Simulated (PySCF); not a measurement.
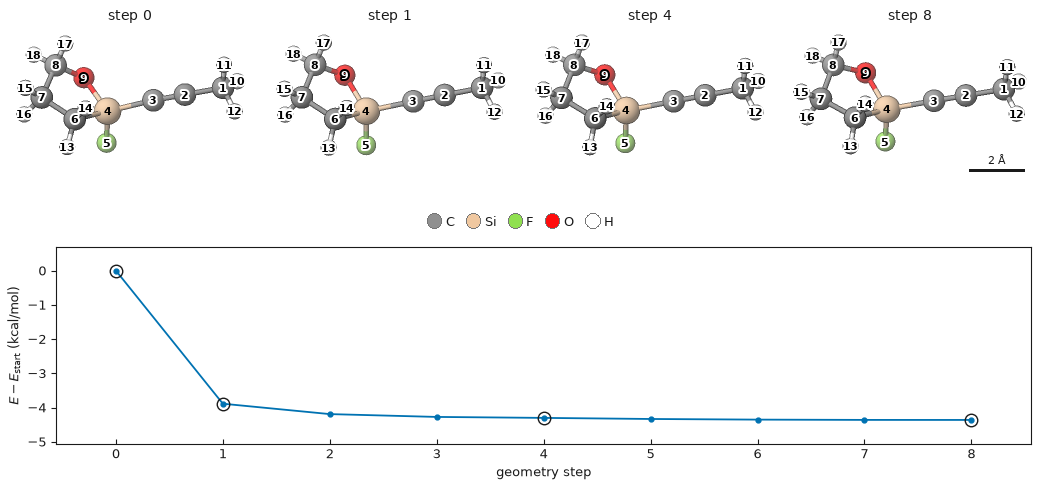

Frames of a relaxation of C6H9FOSi, marked on the history of the run. A ball-and-stick model, seen from a free direction.

The start comes from GFN2-xTB. Its atoms were then displaced at random by about 0.01 Å.

Computed with PBE0-D3(BJ)/def2-SVP geometry optimisation, gas phase (PySCF). 

### What happens along the run?

Over 8 geometry steps the energy falls by 4.36 kcal/mol. The largest move after the best rigid fit is that of H17, 0.25 Å. Largest moves by element: H 0.25 Å, O 0.22 Å, F 0.12 Å, Si 0.12 Å, C 0.09 Å. Near-neighbour distances that change, for instance: Si4–C6 1.923 → 1.865 Å, C1–H10 1.060 → 1.101 Å, Si4–O9 1.634 → 1.664 Å, C3–Si4 1.787 → 1.809 Å. Bond angles that change, for instance: C2–C1–H11 107.4° → 111.0°, F5–Si4–O9 105.9° → 109.6°, H10–C1–H12 111.3° → 108.0°. From step 0 to 1: F5 moves most (0.14 Å), energy −3.89 kcal/mol. From step 1 to 4: F5 moves most (0.09 Å), energy −0.41 kcal/mol. From step 4 to 8: H15 moves most (0.14 Å), energy −0.06 kcal/mol.

```tsv
step	E − E(0), kcal/mol
0	0.00
1	-3.89
2	-4.19
3	-4.27
4	-4.30
5	-4.33
6	-4.35
7	-4.36
8	-4.36
```
